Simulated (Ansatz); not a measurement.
The starting structures come from a database of crystals and need not be the phases stable at ambient conditions.

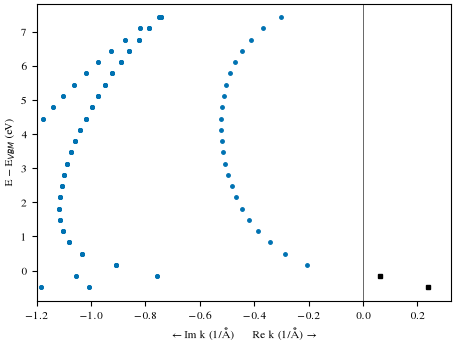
Figure: Complex bands at the centre of the two-dimensional zone; r2SCAN in Ansatz (a program for electronic structure)

The gap is the functional's own. No spin-orbit coupling. Mid-gap values are interpolated on the energy grid.

**Question.** This is LiBH$_{4}$ (P6_3mc, not sure to be the ambient phase, 12 atoms a cell, 8.6 Å³ an atom) along the normal of (001). Read off the slowest decay at the centre of the two-dimensional zone at 3.79 eV, the computed energy nearest the middle of the gap.

**Answer.** κ ≈ 0.52 1/Å, a decay length 1/(2κ) of the density of 0.96 Å.
